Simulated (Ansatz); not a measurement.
**SiN$_{3}$H$_{6}$F: geometry relaxation (part 1 of 2)**

The run: geometry relaxation of SiN$_{3}$H$_{6}$F. Method and program: RKS PBE0-D4/6-31G (Ansatz 0.2.0).

It belongs to a series of runs on one base structure; here: start relaxed.

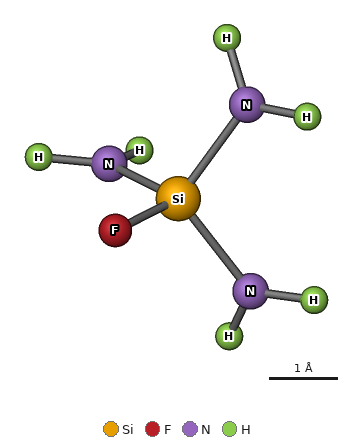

*The starting structure (ball-and-stick view, seen at a tilt).*

Bond lengths as drawn: F–Si 1.59 Å, H–N 1.06 Å and N–Si 1.82 Å.

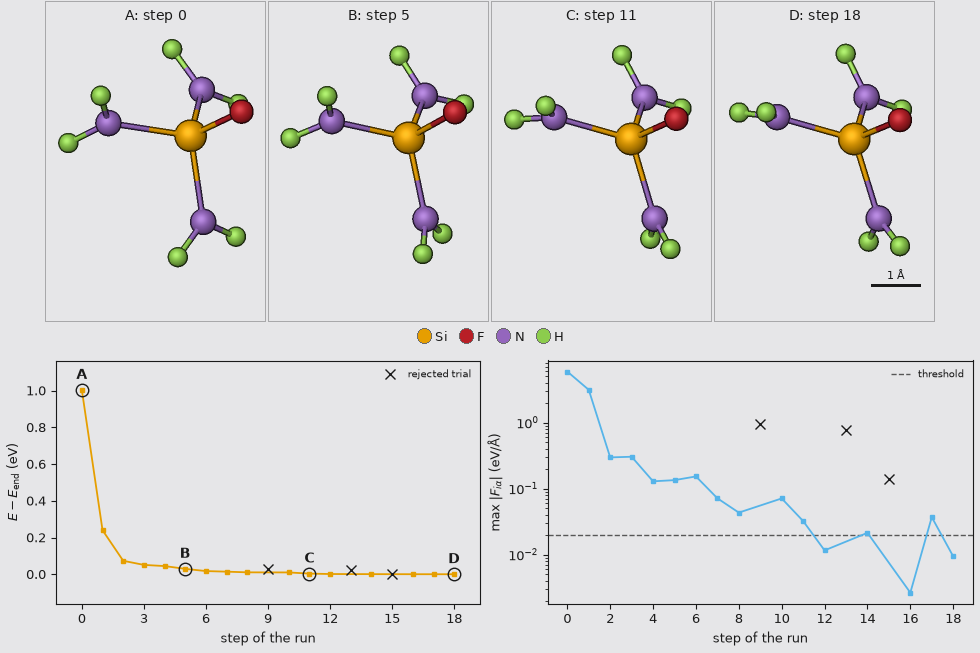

*Frames of the relaxation (ball-and-stick view, seen at a tilt) above the curves, on which the letters mark them (the first geometry is step 0 here and step 1 in the log).*

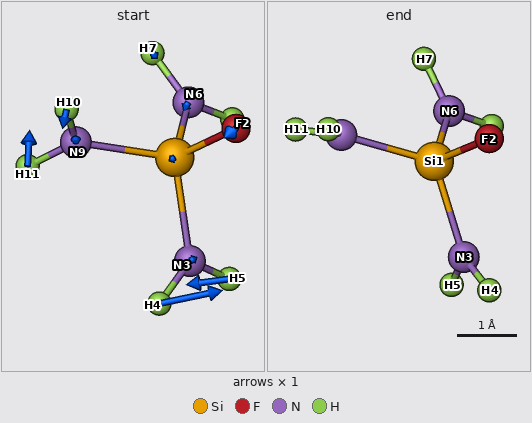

*Before (left) and after (right) the relaxation, at one scale (ball-and-stick view, seen at a tilt). The blue arrows give the displacements, at true length.*

The atom that moves furthest after the best rigid fit is H4 (1.12 Å). By element the largest moves are H 1.12 Å, F 0.36 Å, N 0.18 Å, Si 0.13 Å. Among the contacts that change: Si1–F2 1.590 → 1.696 Å, Si1–N6 1.819 → 1.730 Å, Si1–N3 1.820 → 1.739 Å, N3–H4 1.060 → 1.006 Å. Among the angles that change: N3–Si1–N9 109.5° → 124.4°, F2–Si1–N6 109.5° → 119.3°, F2–Si1–N3 109.5° → 101.4°. Over 18 geometry steps the energy falls by 1.003 eV. Largest force component: 5.9 eV/Å at the start, 0.0094 eV/Å at the end. The line search rejected the trial steps at points 9, 13, 15 (counted from 0) and went back. (Atoms are counted from 1 in the order of the input.)

These pictures come from the run below.

### The input
```yaml
crystal:
  periodic: [false, false, false]
  atoms:
    - { symbol: Si, position_ang: [0.0, 0.0, 0.0] }
    - { symbol: F, position_ang: [0.0, 0.0, 1.59] }
    - { symbol: "N", position_ang: [1.7163, 0.0, -0.6061] }
    - { symbol: H, position_ang: [2.2145, -0.918, -0.7868] }
    - { symbol: H, position_ang: [2.2175, 0.918, -0.7783] }
    - { symbol: "N", position_ang: [-0.8572, 1.4851, -0.6061] }
    - { symbol: H, position_ang: [-1.8773, 1.43, -0.8888] }
    - { symbol: H, position_ang: [-0.3367, 2.4058, -0.6766] }
    - { symbol: "N", position_ang: [-0.8572, -1.4851, -0.6061] }
    - { symbol: H, position_ang: [-1.3922, -2.1014, 0.0704] }
    - { symbol: H, position_ang: [-0.8219, -1.7344, -1.6357] }
basis:
  gaussian: { orbitals: "6-31G" }
hamiltonian:
  xc: pbe0
  dispersion: d4
relax:
  f_tol: 0.02
  max_steps: 40
```

Launched with:
```bash
ansatz run input.yaml --threads 1 --pin off --max-ram 2048MiB --backend cpu --events-out ev --progress --plain --runs-dir out
```

### What the program printed
```
The last accepted step is kept in [file] (removed where the run ends without a failure and the disk answers)
Engine: ansatz 0.2.0, aarch64-unknown-linux-gnu
Functional definition: PBE0
  parameter a = 0.25
  parameter kappa = 0.804
  parameter beta = 0.06672455060314922
  exchange = (1 - a)*pbe_x(kappa = kappa, mu = beta*pi^2/3) + a*exact_x
  correlation = pbe_c(beta = beta)
871 factors; integrals over basis functions are off by at most 1.7e-4 eV
mean field evaluation 1: about -15138.1606 eV, gradient 8.0e1 eV
mean field evaluation 2: about -15129.0264 eV, gradient 1.0e2 eV
mean field evaluation 4: about -15150.6874 eV, gradient 4.1e0 eV
mean field evaluation 8: about -15150.6997 eV, gradient 3.9e-2 eV
mean field -15150.69974508 eV, -556.7779461185 hartree, gradient 6.7e-5 eV, S^2 0.000000; 0 other end points of the search recorded, 0 dependent functions left out
the calculation of the forces begins
reference -15150.69977114 eV, -556.7779470762 hartree; 25, 25 occupied and 36, 36 virtual orbitals, 871 factors
relax step   1: F+E_penalty+E_count = -15150.88377064 eV  Δ(F+E_penalty+E_count) = +0.000e0 eV  max|allowed force component| = 5.926e0 eV/Å  Δτ_max = 0.0000 Å  (23 SCF iters, accepted)
these checks for a lower state are left out or cut short: starts, cluster_reference, orbital_swaps, neighbouring_geometries, increment
871 factors; integrals over basis functions are off by at most 1.6e-4 eV
mean field evaluation 16: about -15151.4669 eV, gradient 1.4e-1 eV
mean field -15151.46025304 eV, -556.8058942707 hartree, gradient 1.9e-5 eV, S^2 0.000000; 0 other end points of the search recorded, 0 dependent functions left out
[... from here on the field's lines of each further geometry are left out, up to the last ...]
relax step   2: F+E_penalty+E_count = -15151.64717031 eV  Δ(F+E_penalty+E_count) = -7.634e-1 eV  max|allowed force component| = 3.132e0 eV/Å  Δτ_max = 0.0872 Å  (26 SCF iters, accepted)
relax step   3: F+E_penalty+E_count = -15151.81381459 eV  Δ(F+E_penalty+E_count) = -1.666e-1 eV  max|allowed force component| = 2.965e-1 eV/Å  Δτ_max = 0.0793 Å  (24 SCF iters, accepted)
relax step   4: F+E_penalty+E_count = -15151.83617215 eV  Δ(F+E_penalty+E_count) = -2.236e-2 eV  max|allowed force component| = 3.034e-1 eV/Å  Δτ_max = 0.2000 Å  (25 SCF iters, accepted)
relax step   5: F+E_penalty+E_count = -15151.84252988 eV  Δ(F+E_penalty+E_count) = -6.358e-3 eV  max|allowed force component| = 1.288e-1 eV/Å  Δτ_max = 0.0282 Å  (24 SCF iters, accepted)
relax step   6: F+E_penalty+E_count = -15151.85772163 eV  Δ(F+E_penalty+E_count) = -1.519e-2 eV  max|allowed force component| = 1.341e-1 eV/Å  Δτ_max = 0.1853 Å  (26 SCF iters, accepted)
relax step   7: F+E_penalty+E_count = -15151.86976408 eV  Δ(F+E_penalty+E_count) = -1.204e-2 eV  max|allowed force component| = 1.527e-1 eV/Å  Δτ_max = 0.1999 Å  (26 SCF iters, accepted)
relax step   8: F+E_penalty+E_count = -15151.87299876 eV  Δ(F+E_penalty+E_count) = -3.235e-3 eV  max|allowed force component| = 7.124e-2 eV/Å  Δτ_max = 0.1248 Å  (22 SCF iters, accepted)
relax step   9: F+E_penalty+E_count = -15151.87670118 eV  Δ(F+E_penalty+E_count) = -3.702e-3 eV  max|allowed force component| = 4.322e-2 eV/Å  Δτ_max = 0.1027 Å  (23 SCF iters, accepted)
relax step  10: F+E_penalty+E_count = -15151.85990300 eV  Δ(F+E_penalty+E_count) = +1.680e-2 eV  max|allowed force component| = 9.498e-1 eV/Å  Δτ_max = 0.1952 Å  (27 SCF iters, rejected (line search))
relax step  11: F+E_penalty+E_count = -15151.87720919 eV  Δ(F+E_penalty+E_count) = -5.080e-4 eV  max|allowed force component| = 7.087e-2 eV/Å  Δτ_max = 0.0957 Å  (23 SCF iters, accepted)
relax step  12: F+E_penalty+E_count = -15151.88357235 eV  Δ(F+E_penalty+E_count) = -6.363e-3 eV  max|allowed force component| = 3.221e-2 eV/Å  Δτ_max = 0.1000 Å  (22 SCF iters, accepted)
relax step  13: F+E_penalty+E_count = -15151.88582134 eV  Δ(F+E_penalty+E_count) = -2.249e-3 eV  max|allowed force component| = 1.157e-2 eV/Å  Δτ_max = 0.0710 Å  (22 SCF iters, accepted)
relax step  14: F+E_penalty+E_count = -15151.86249166 eV  Δ(F+E_penalty+E_count) = +2.333e-2 eV  max|allowed force component| = 7.753e-1 eV/Å  Δτ_max = 0.1958 Å  (26 SCF iters, rejected (line search))
relax step  15: F+E_penalty+E_count = -15151.88645638 eV  Δ(F+E_penalty+E_count) = -6.350e-4 eV  max|allowed force component| = 2.134e-2 eV/Å  Δτ_max = 0.0318 Å  (23 SCF iters, accepted)
relax step  16: F+E_penalty+E_count = -15151.88620569 eV  Δ(F+E_penalty+E_count) = +2.507e-4 eV  max|allowed force component| = 1.394e-1 eV/Å  Δτ_max = 0.0628 Å  (24 SCF iters, rejected (line search))
relax step  17: F+E_penalty+E_count = -15151.88686095 eV  Δ(F+E_penalty+E_count) = -4.046e-4 eV  max|allowed force component| = 2.647e-3 eV/Å  Δτ_max = 0.0301 Å  (23 SCF iters, accepted)
relax step  18: F+E_penalty+E_count = -15151.88694804 eV  Δ(F+E_penalty+E_count) = -8.710e-5 eV  max|allowed force component| = 3.690e-2 eV/Å  Δτ_max = 0.0393 Å  (23 SCF iters, accepted)
the calculation of the forces begins
reference -15151.69872893 eV, -556.8146580979 hartree; 25, 25 occupied and 36, 36 virtual orbitals, 871 factors
relax step  19: F+E_penalty+E_count = -15151.88701031 eV  Δ(F+E_penalty+E_count) = -6.227e-5 eV  max|allowed force component| = 9.388e-3 eV/Å  Δτ_max = 0.0098 Å  (21 SCF iters, accepted)
871 factors; integrals over basis functions are off by at most 1.6e-4 eV
mean field evaluation 128: about -15151.6987 eV, gradient 2.6e-2 eV
mean field -15151.69870376 eV, -556.8146571729 hartree, gradient 1.3e-5 eV, S^2 0.000000; 1 other end points of the search recorded, 0 dependent functions left out
the calculation of the forces begins
reference -15151.69872893 eV, -556.8146580979 hartree; 25, 25 occupied and 36, 36 virtual orbitals, 871 factors
Total energy: -15151.88703548 eV, -556.8215782360 hartree
Atom 0 at     0.019003    -0.064417    -0.117537 Å, force    -0.000607    -0.001221    -0.000804 eV/Å
Atom 1 at     0.094036    -0.362588     1.550770 Å, force     0.001760     0.002844    -0.000178 eV/Å
Atom 2 at     1.703525     0.111121    -0.511316 Å, force     0.006955    -0.007099    -0.000093 eV/Å
Atom 3 at     2.432293    -0.254966     0.078154 Å, force    -0.004543     0.005068    -0.004621 eV/Å
Atom 4 at     2.016502     0.499072    -1.385038 Å, force    -0.001245    -0.000105     0.006449 eV/Å
Atom 5 at    -0.750131     1.377063    -0.684936 Å, force    -0.002306     0.003075     0.006025 eV/Å
Atom 6 at    -1.747602     1.434063    -0.806330 Å, force    -0.000035     0.000943    -0.000299 eV/Å
Atom 7 at    -0.266217     2.258858    -0.721232 Å, force    -0.000198    -0.003694    -0.003599 eV/Å
Atom 8 at    -0.983065    -1.380487    -0.653764 Å, force    -0.003615    -0.004523    -0.006148 eV/Å
Atom 9 at    -1.109003    -2.214833    -0.105493 Å, force    -0.000363     0.006171    -0.006120 eV/Å
Atom 10 at    -1.403539    -1.402889    -1.567379 Å, force     0.004198    -0.001458     0.009388 eV/Å
Dipole moment:    -0.015376     0.085466    -0.613048 e Å
```

### Trajectory as extended XYZ (Å, eV, eV/Å), 19 frames, from step=1 to step=19
```
11
Properties=species:S:1:pos:R:3:forces:R:3 step=1 energy=-15150.88377
Si    0.0000    0.0000    0.0000    0.0912   0.1041  -5.9263
F     0.0000    0.0000    1.5900   -0.1906  -0.2715   3.7293
N     1.7163    0.0000   -0.6061   -0.2845   0.1367  -0.0593
H     2.2145   -0.9180   -0.7868   -0.7991   2.1043   0.3857
H     2.2175    0.9180   -0.7783   -0.7067  -2.1360   0.2439
N    -0.8572    1.4851   -0.6061    0.3067  -0.0658   0.0097
H    -1.8773    1.4300   -0.8888    2.1875   0.3802   0.5780
H    -0.3367    2.4058   -0.6766   -1.4646  -1.7058   0.0436
N    -0.8572   -1.4851   -0.6061    0.0533   0.0818   0.4382
H    -1.3922   -2.1014    0.0704    1.0341   1.0362  -1.7004
H    -0.8219   -1.7344   -1.6357   -0.2272   0.3357   2.2576
11
Properties=species:S:1:pos:R:3:forces:R:3 step=2 energy=-15151.64717
Si   -0.0046    0.0024   -0.0587    0.1385   0.1387  -3.1321
F    -0.0255   -0.0308    1.5734   -0.1484  -0.2239   2.0790
N     1.6702    0.0050   -0.6447   -0.4840  -0.1045   0.1956
H     2.1934   -0.8699   -0.7172   -0.2608   0.7060   0.0868
H     2.1906    0.8652   -0.8029   -0.1652  -0.5613   0.0064
N    -0.8223    1.4683   -0.6341    0.4190  -0.3236   0.2316
H    -1.8115    1.4431   -0.8675    0.5093   0.1272   0.1286
H    -0.3718    2.3842   -0.6383   -0.4478  -0.5441  -0.0446
N    -0.8428   -1.4634   -0.5994    0.2757   0.5020   0.3843
H    -1.3341   -2.0775    0.0462    0.2424   0.2602  -0.4634
H    -0.8359   -1.7267   -1.5809   -0.0788   0.0232   0.5279
11
Properties=species:S:1:pos:R:3:forces:R:3 step=3 energy=-15151.81381
Si   -0.0003    0.0022   -0.0807    0.0260   0.0880  -0.2544
F    -0.0642   -0.0928    1.6042   -0.0391  -0.0826   0.2965
N     1.6364    0.0157   -0.6420   -0.0314   0.0812  -0.0340
H     2.1710   -0.8316   -0.6936    0.1381  -0.0949   0.0689
H     2.1448    0.8546   -0.8560    0.0615   0.0413  -0.0533
N    -0.7921    1.4421   -0.6269    0.0824  -0.0170  -0.0240
H    -1.7682    1.4300   -0.8578   -0.1421   0.0294   0.0147
H    -0.3594    2.3457   -0.6570    0.0285   0.1774   0.0024
N    -0.8226   -1.4281   -0.5934    0.0030   0.0081   0.0202
H    -1.3203   -2.0290    0.0350   -0.0827  -0.1227   0.0883
H    -0.8193   -1.7090   -1.5559   -0.0442  -0.1082  -0.1254
11
Properties=species:S:1:pos:R:3:forces:R:3 step=4 energy=-15151.83617
Si   -0.0055   -0.0034   -0.1299    0.0157  -0.0328   0.2098
F    -0.0907   -0.1521    1.5636    0.0255   0.0013   0.0216
N     1.6453    0.0227   -0.6567    0.2445  -0.2284   0.0486
H     2.2422   -0.7849   -0.5126   -0.1775   0.3034  -0.0646
H     2.1251    0.8453   -0.9827   -0.0564  -0.0298  -0.0180
N    -0.7780    1.4646   -0.6393   -0.1878   0.0128  -0.0881
H    -1.7792    1.4834   -0.7705    0.1499   0.0094  -0.0071
H    -0.3422    2.3721   -0.6589    0.0354  -0.0704   0.0215
N    -0.8370   -1.4464   -0.6094   -0.1092  -0.0595  -0.1487
H    -1.3197   -2.0468    0.0400    0.0617   0.1053  -0.0134
H    -0.8545   -1.7545   -1.5678   -0.0017  -0.0113   0.0383
11
Properties=species:S:1:pos:R:3:forces:R:3 step=5 energy=-15151.84253
Si   -0.0048   -0.0092   -0.1131    0.0157   0.0078   0.0499
F    -0.0871   -0.1525    1.5817    0.0167  -0.0200  -0.0429
N     1.6442    0.0281   -0.6499    0.0823  -0.1096   0.0383
H     2.2436   -0.7754   -0.5325   -0.0362   0.1288  -0.0058
H     2.1100    0.8547   -0.9857   -0.0559  -0.0258  -0.0123
N    -0.7728    1.4563   -0.6379   -0.0926  -0.0070  -0.0315
H    -1.7681    1.4764   -0.7955    0.0593   0.0077  -0.0047
H    -0.3320    2.3608   -0.6515    0.0252  -0.0257   0.0217
N    -0.8437   -1.4445   -0.6096   -0.0242   0.0171  -0.0602
H    -1.3309   -2.0413    0.0372    0.0079   0.0240   0.0208
H    -0.8528   -1.7534   -1.5673    0.0018   0.0026   0.0268
```
